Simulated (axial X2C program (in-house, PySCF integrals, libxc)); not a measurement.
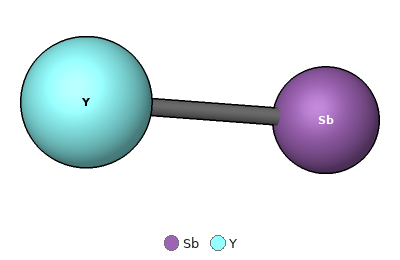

**Figure 1.** The molecule at the reference distance of 2.776 Å.

SbY: relativistic diatomic calculation

- system: SbY, single determinant with M_S = 0 and |Λ| = 0.
- method: r2SCAN0, spin-free X2C-1e, Sb dyall-v2z, Y dyall-v2z (cores contracted) (axial X2C program (in-house, PySCF integrals, libxc))

### Input file
```
{"zs": [51, 39], "q": 0, "bas": ["dyall-v2z", "dyall-v2z"], "levels": ["PBE0", "HF", "r2SCAN0", "BLYP"], "cc": false, "r0": 3.03, "npts": 10, "nst": 2, "ntry": 6, "opt": {"nrad": 30, "nth": 6}}
```

The line is the task of a batch: nuclear charges, charge, bases, the levels to run, a first guess of the distance and further settings. This report covers r2SCAN0 without spin-orbit coupling. The log is that of the reference distance 2.776 Å.

Hardware: 1 thread of Arm Neoverse N1, 98 GiB of memory available, shared host.

The run was one of a batch that the task file lists, launched with:
```bash
python <driver script> task.json out
```

### The program's output
```
spin-free X2C-1e  r2SCAN0
basis functions 159  fitting functions 970  grid points 348
iter        total energy     max residual
   1      -9865.766328921     1.24e-01
   2      -9865.768749772     6.34e-03
   3      -9865.745721491     3.17e-02
   4      -9865.768946840     6.17e-03
   5      -9865.770105536     3.53e-04
   6      -9865.770111058     8.87e-05
   7      -9865.770111777     2.27e-05
   8      -9865.770111930     1.87e-05
   9      -9865.770111960     1.39e-05
  10      -9865.770111967     1.56e-06
  11      -9865.770111967     3.69e-07
converged
one-electron -14337.48622736  Coulomb 4375.14632124  exact exchange -69.43598623  xc functional -213.14892874  nuclear repulsion 379.15470912
```

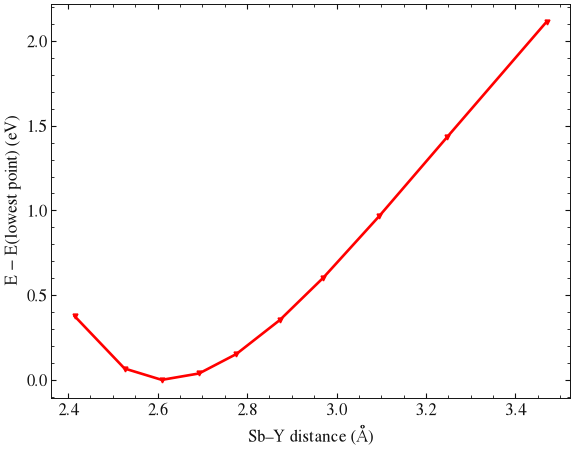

**Figure 2.** Energy at 10 bond lengths, for one set of occupations held fixed; the line joins the points. A polynomial of degree 6 through 8 points gives rₑ = 2.617 Å, ωₑ = 279.2 cm⁻¹, ωₑxₑ = 0.64 cm⁻¹ and Bₑ = 0.04805 cm⁻¹. The minimum lies 1.90 eV below Sb + Y, each computed as one determinant at the same level.

### What the run reported

```
             quantity                value
              outcome            converged
       bond length rₑ              2.617 Å
                   ωₑ           279.2 cm⁻¹
energy at the minimum  −9865.77573 hartree
            wall time                3.8 s
```

### What is odd here

This input holds a deliberate oddity: coarse grid (nrad = 30.0) (nth = 6.0). The program ran to the end. Its numbers are those of the input as typed; this run alone doesn't show how far the oddity moves them. Limits: at long range the curve rises above Sb + Y, so this determinant doesn't dissociate to them.
